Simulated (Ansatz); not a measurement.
**One shape, several levels: CH2NSi (SMILES N#C[SiH2])**

We compute a comparison of 6 runs (UHF/STO-3G, U-wB97X/STO-3G, UBHLYP/STO-3G, UBLYP/STO-3G, UPBE/STO-3G, USVWN5/STO-3G) of CH2NSi. 

Program for the calculation: Ansatz 0.2.0.

74 further runs of the same task are left out: 5 that didn't finish, 69 set aside as unsound or not needed.

## Step 1: The molecule

CH2NSi: 5 atoms, total charge 0, spin state doublet. As SMILES, `N#C[SiH2]`. The C2–N1 distance was set to 2.887 Å, away from the relaxed value. At this shape a bond of the SMILES string is far longer than usual.

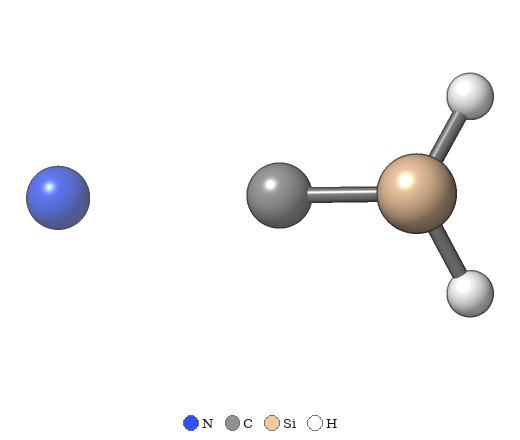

Viewed from a chosen angle; nitrogen blue, carbon grey, silicon light orange, hydrogen white.

## Step 2: A single-point energy at UHF/STO-3G (run 1)

The input, in.yaml:

```yaml
crystal:
  periodic: [false, false, false]
  atoms:
    - {symbol: "N", position_ang: [1.755666, -2.110220, 2.874929]}
    - {symbol: C, position_ang: [0.565900, -0.625200, 0.703900]}
    - {symbol: Si, position_ang: [-0.092000, 0.267800, -0.751900]}
    - {symbol: H, position_ang: [-1.455400, -0.223000, -1.053700]}
    - {symbol: H, position_ang: [-0.010400, 1.726000, -0.511800]}
basis:
  gaussian: {orbitals: STO-3G}
accuracy: high
magnetization: {spin_polarized: true, initial_magnetization: 1}
hamiltonian: {xc: hf}
```

On the command line:

```
$ ansatz run in.yaml --threads 1 --pin off --max-ram 2610MiB --events-out events.jsonl --progress --plain --runs-dir runs
```

Output:

```text
Warning: RAYON_NUM_THREADS=1 ignored (pool sized by the plan → 1); use --threads N
Functional definition: HF
  name "HF"
  exchange = exact_x
  correlation = 0
350 factors; integrals over basis functions are off by at most 1.4e-8 eV
mean field evaluation 1: about -10221.7517 eV, gradient 4.4e1 eV
mean field evaluation 2: about -10221.7607 eV, gradient 4.4e1 eV
mean field evaluation 4: about -10204.6294 eV, gradient 5.5e1 eV
mean field evaluation 8: about -10269.3449 eV, gradient 7.3e0 eV
mean field evaluation 16: about -10273.7821 eV, gradient 2.8e0 eV
mean field evaluation 32: about -10274.3552 eV, gradient 2.3e-4 eV
mean field evaluation 64: about -10276.5556 eV, gradient 6.5e-1 eV
mean field evaluation 96: about -10275.3623 eV, gradient 5.4e-1 eV
mean field evaluation 128: about -10270.8112 eV, gradient 3.7e0 eV
mean field evaluation 160: about -10269.9848 eV, gradient 8.7e0 eV
mean field -10277.62567644 eV, -377.6957771843 hartree, gradient 1.3e-8 eV, S^2 3.561291; 2 other end points of the search recorded, 0 dependent functions left out
reference -10277.62567644 eV, -377.6957771843 hartree; 15, 14 occupied and 6, 7 virtual orbitals, 350 factors
Total energy: -10277.62567644 eV, -377.6957771843 hartree
```

It took 0.44 s on 1 thread of Arm Neoverse V1, shared host.

## Step 3: The energy at U-wB97X/STO-3G (run 2)

The input, job.yaml:

```yaml
crystal:
  periodic: [false, false, false]
  atoms:
    - {symbol: "N", position_ang: [1.755666, -2.110220, 2.874929]}
    - {symbol: C, position_ang: [0.565900, -0.625200, 0.703900]}
    - {symbol: Si, position_ang: [-0.092000, 0.267800, -0.751900]}
    - {symbol: H, position_ang: [-1.455400, -0.223000, -1.053700]}
    - {symbol: H, position_ang: [-0.010400, 1.726000, -0.511800]}
basis:
  gaussian:
    orbitals: STO-3G
magnetization:
  spin_polarized: true
  initial_magnetization: 1
hamiltonian:
  xc: {name: wB97X}
accuracy: high
```

On the command line:

```
$ ansatz run job.yaml --threads 1 --pin off --max-ram 2610MiB --events-out events.jsonl --progress --plain --runs-dir runs
```

Output, cut to the lines that bear on the results:

```text
Warning: RAYON_NUM_THREADS=1 ignored (pool sized by the plan → 1); use --threads N
Functional definition: wB97X
  name "wB97X"
[...]
      + exact_x_lr(omega)
[...]
      + integral(e_c_pw_opposite_spin*poly(b97_u_opposite, 1, cos1, cos2, cos3, cos4))
350 factors; integrals over basis functions are off by at most 1.4e-8 eV
171 factors; integrals over basis functions are off by at most 9.7e-10 eV
[...]
mean field -10301.51568375 eV, -378.5737187596 hartree, gradient 1.2e-8 eV, S^2 3.207238; 2 other end points of the search recorded, 0 dependent functions left out
reference -10301.51568246 eV, -378.5737187124 hartree; 15, 14 occupied and 6, 7 virtual orbitals, 350 factors
Total energy: -10301.51568246 eV, -378.5737187124 hartree
```

Wall time 66 s (1 thread of Arm Neoverse V1, shared host); peak memory 0.41 GiB.

Run 3 isn't shown in full; the table further down has it.

## Step 4: The energy at UBLYP/STO-3G (run 4)

The input, in.yaml:

```yaml
crystal:
  periodic: [false, false, false]
  atoms:
    - {symbol: N, position_ang: [1.755666, -2.110220, 2.874929]}
    - {symbol: C, position_ang: [0.565900, -0.625200, 0.703900]}
    - {symbol: Si, position_ang: [-0.092000, 0.267800, -0.751900]}
    - {symbol: H, position_ang: [-1.455400, -0.223000, -1.053700]}
    - {symbol: H, position_ang: [-0.010400, 1.726000, -0.511800]}
basis:
  gaussian: {orbitals: STO-3G}
magnetization: {spin_polarized: true, initial_magnetization: 1}
hamiltonian: {xc: {name: BLYP}}
accuracy: high
```

On the command line:

```
$ ansatz run in.yaml --threads 1 --pin off --max-ram 2610MiB --events-out events.jsonl --progress --plain --runs-dir runs
```

Output:

```text
Warning: RAYON_NUM_THREADS=1 ignored (pool sized by the plan → 1); use --threads N
Functional definition: BLYP
  name "BLYP"
  parameter beta = 0.0042
  parameter a = 0.04918
  parameter b = 0.132
  parameter c = 0.2533
  parameter d = 0.349
  exchange = b88_x(beta = beta)
  correlation = lyp_c(a = a, b = b, c = c, d = d)
350 factors; integrals over basis functions are off by at most 1.4e-8 eV
mean field evaluation 1: about -10251.1426 eV, gradient 4.9e1 eV
mean field evaluation 2: about -9979.2756 eV, gradient 4.8e1 eV
mean field evaluation 4: about -10202.0918 eV, gradient 2.6e1 eV
mean field evaluation 8: about -10299.0135 eV, gradient 3.2e0 eV
mean field evaluation 16: about -10299.9735 eV, gradient 1.1e-6 eV
mean field evaluation 32: about -10299.9735 eV, gradient 3.7e-3 eV
mean field evaluation 64: about -10298.6920 eV, gradient 2.0e-1 eV
mean field -10299.97345785 eV, -378.5170430032 hartree, gradient 2.9e-8 eV, S^2 2.684636; 7 other end points of the search recorded, 0 dependent functions left out
reference -10299.97349913 eV, -378.5170445203 hartree; 15, 14 occupied and 6, 7 virtual orbitals, 350 factors
Total energy: -10299.97349913 eV, -378.5170445203 hartree
```

It took 7.8 s on 1 thread of Arm Neoverse V1, shared host; peak memory 0.13 GiB.

Run 5 isn't shown in full; the table further down has it.

## Step 5: The energy at USVWN5/STO-3G (run 6)

Edit job.yaml of step 3 so:

```diff
@@ -3,3 +3,3 @@
   atoms:
-    - {symbol: "N", position_ang: [1.755666, -2.110220, 2.874929]}
+    - {symbol: N, position_ang: [1.755666, -2.110220, 2.874929]}
     - {symbol: C, position_ang: [0.565900, -0.625200, 0.703900]}
@@ -15,3 +15,3 @@
 hamiltonian:
-  xc: {name: wB97X}
+  xc: {name: SVWN5}
 accuracy: high
```

On the command line:

```
$ ansatz run job.yaml --threads 1 --pin off --max-ram 2610MiB --events-out events.jsonl --progress --plain --runs-dir runs
```

Output:

```text
Warning: RAYON_NUM_THREADS=1 ignored (pool sized by the plan → 1); use --threads N
Functional definition: SVWN5
  name "SVWN5"
  exchange = slater_x
  correlation = vwn5_c
350 factors; integrals over basis functions are off by at most 1.4e-8 eV
mean field evaluation 1: about -10200.8493 eV, gradient 5.0e1 eV
mean field evaluation 2: about -9928.0367 eV, gradient 4.8e1 eV
mean field evaluation 4: about -10148.0068 eV, gradient 2.7e1 eV
mean field evaluation 8: about -10244.8984 eV, gradient 3.4e0 eV
mean field evaluation 16: about -10246.0278 eV, gradient 1.4e-6 eV
mean field evaluation 32: about -10246.0278 eV, gradient 3.3e-3 eV
mean field -10246.02784823 eV, -376.5345784155 hartree, gradient 2.8e-8 eV, S^2 2.733465; 5 other end points of the search recorded, 0 dependent functions left out
reference -10246.02785006 eV, -376.5345784826 hartree; 15, 14 occupied and 6, 7 virtual orbitals, 350 factors
Total energy: -10246.02785006 eV, -376.5345784826 hartree
```

It took 1.9 s on 1 thread of Arm Neoverse V1, shared host; peak memory 0.11 GiB.

## Step 6: All runs side by side

```tsv
run	level	energy (Eh)	⟨S²⟩	wall time
1	UHF/STO-3G	-377.695777	3.561	0.44 s
2	U-wB97X/STO-3G	-378.573719	3.207	66 s
3	UBHLYP/STO-3G	-378.568422	3.229	11 s
4	UBLYP/STO-3G	-378.517045	2.685	7.8 s
5	UPBE/STO-3G	-378.304666	2.723	3.3 s
6	USVWN5/STO-3G	-376.534578	2.733	1.9 s
```

## Step 7: What came out

| quantity | value |
| --- | --- |
| run 6: total energy | -376.53458 Eh |
| run 6: ⟨S²⟩ | 2.733 |

In words: Totals of different functionals can't be ranked against each other. In runs 1, 2, 3, 4, 5, 6 the basis is minimal, so the values are rough. Spin contamination of the reference: run 1 ⟨S²⟩ = 3.56, run 3 ⟨S²⟩ = 3.23, run 2 ⟨S²⟩ = 3.21, run 6 ⟨S²⟩ = 2.73, run 5 ⟨S²⟩ = 2.72, run 4 ⟨S²⟩ = 2.68. Where it is this large, the reference is a mixture of spin states, and values that rest on it are in doubt. All runs together took 91 s, the longest 66 s.
